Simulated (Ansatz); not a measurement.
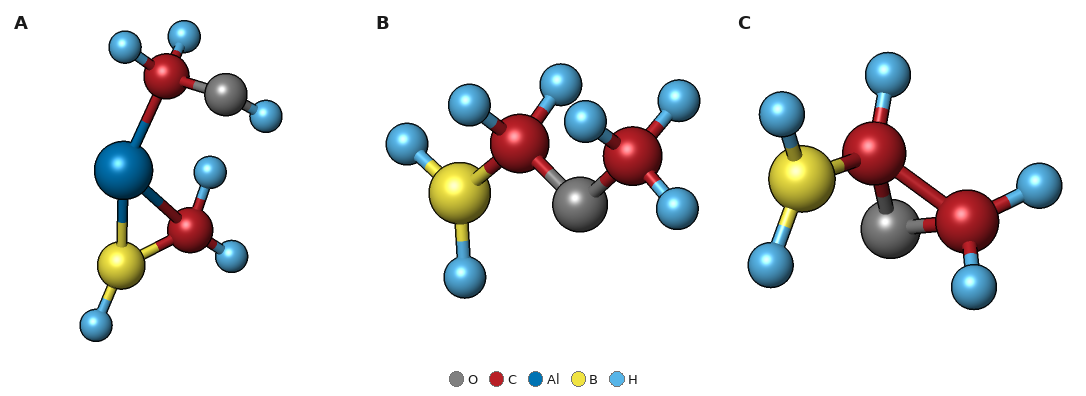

Source: calculation with Ansatz.

### Which panel belongs to which SMILES?
(1) BCOC
(2) O[CH2][Al]1[BH][CH2]1
(3) B[C@H]1CO1

A is (2), B is (1), C is (3).
